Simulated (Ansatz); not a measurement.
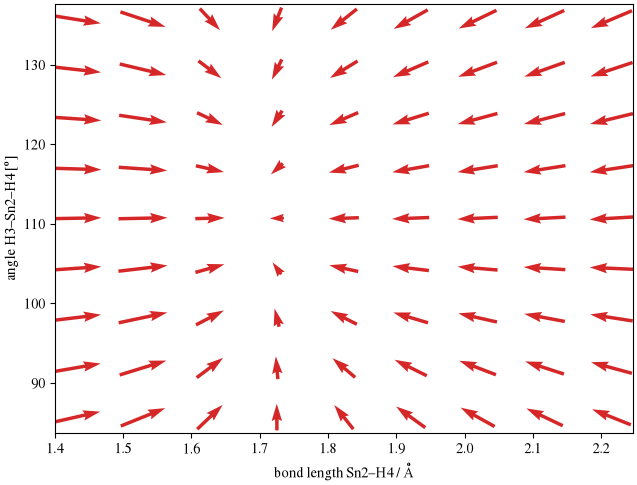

H3SSn, SMILES [S][SnH3], spin multiplicity 2. The first coordinate is: bond length Sn2–H4; the second: angle H3–Sn2–H4. Nothing is relaxed (all other coordinates rigid). The grid has 9 × 9 points. Points are written as (first, second). Level of theory: Ansatz 0.2.0, UKS BHLYP-D4/def2-SVP.

Drawn: arrows along the force (downhill), their lengths compressed.

> The arrows alone are given. Where is the energy lowest?

The arrows converge at about (1.704 Å, 111°) (read from the interpolated surface).

The energy map of the same scan:

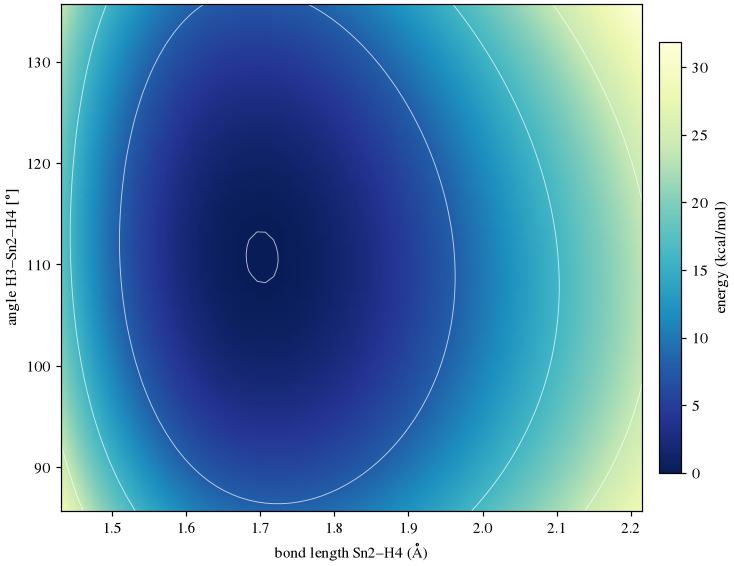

Energies are in kcal/mol, from the lowest grid point; between grid points the surface is interpolated.
